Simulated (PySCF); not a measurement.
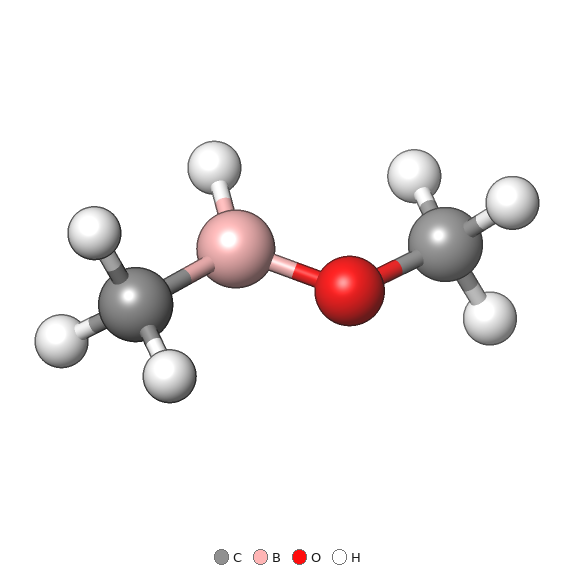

Rendered structure (ball-and-stick style).

Computed geometry: PBE0-D3(BJ)/def2-SVP optimisation. No frequency run is at hand to confirm it as a minimum.

Give the formula.

Answer. C2H7BO, 11 atoms: 2 carbon, 7 hydrogen, 1 boron and 1 oxygen.

What is its SMILES?

Answer. CBOC

Count the bonded pairs by element.

Answer. 6 C–H, 1 C–B, 1 B–O, 1 C–O, 1 B–H.

Name functional groups in it.

Answer. Among them: B–H bond.

More results for the same structure follow; atom numbers are the same in all pictures, views and colours differ.

**Polarisability**

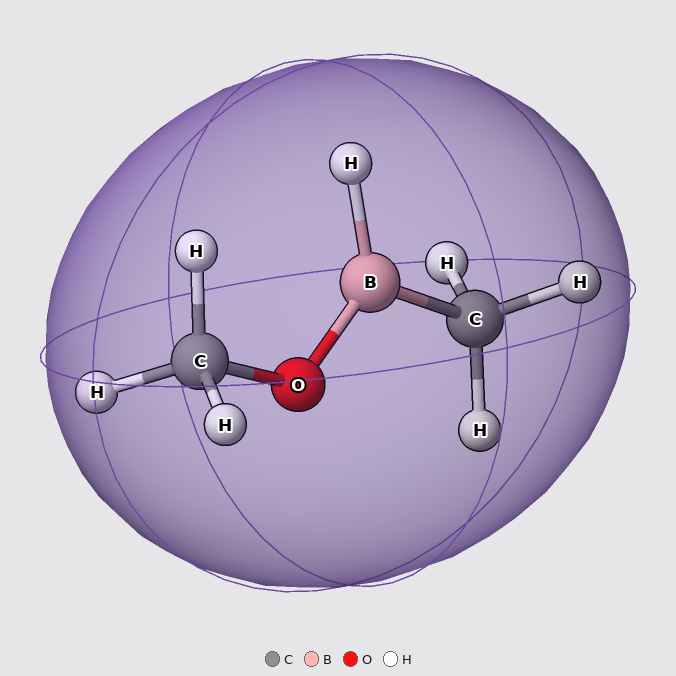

The ellipsoid shows the static dipole polarisability: its half-axes are proportional to the principal values. No frequency run is at hand to confirm it as a minimum. Method: PBE0/def2-TZVPD (PySCF 2.14.0).

Give the principal values, the mean and the anisotropy.

Answer. Principal values 38.6, 44.1, 58.4 bohr³; mean 47.0 bohr³ (6.97 Å³); anisotropy 17.7 bohr³, so the longest axis is 1.51 times the shortest.

**NMR shielding**

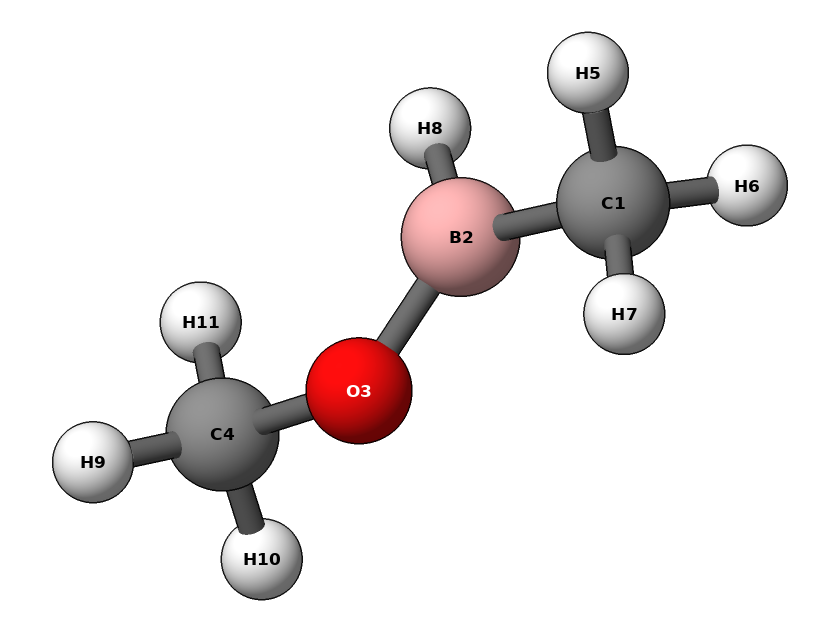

The questions are on isotropic NMR shieldings of the C atoms. No frequency run is at hand to confirm it as a minimum. Level of theory: GIAO OPBE/pcSseg-2 NMR shielding, non-relativistic, gas phase (PySCF 2.14.0).

Give the isotropic NMR shieldings of the C atoms atom by atom.

```json
{"atom": "C1", "σ (ppm)": "177.2"}
{"atom": "C4", "σ (ppm)": "120.3"}
```

**Excitation**

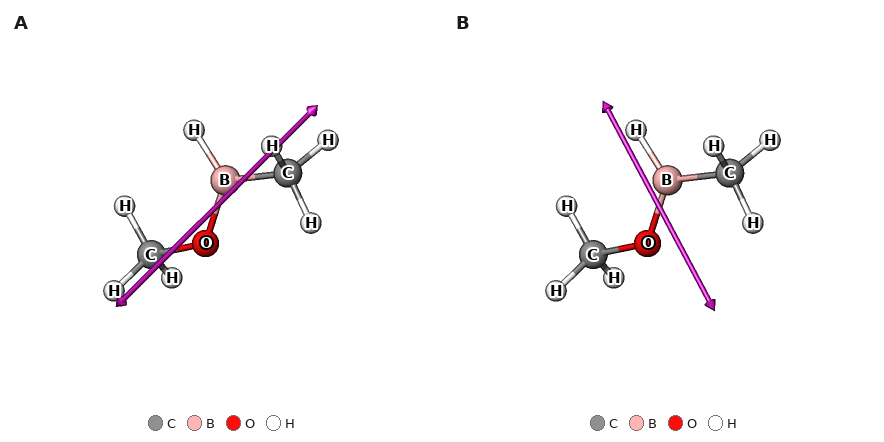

The double arrows show the directions of two transition dipoles from the ground state (lengths mean nothing). No frequency run is at hand to confirm it as a minimum. Level of theory: TDDFT PBE0/6-31+G*, vertical, gas phase, core orbitals frozen in the response (PySCF 2.14.0).

One belongs to singlet state 4 and one to singlet state 7. Which is which?

Answer. A: state 4, 8.08 eV (153 nm), oscillator strength 0.20, mainly HOMO−1 → LUMO (weight 0.95).
B: state 7, 8.39 eV (148 nm), oscillator strength 0.13, mainly HOMO → LUMO+3 (weight 0.98).
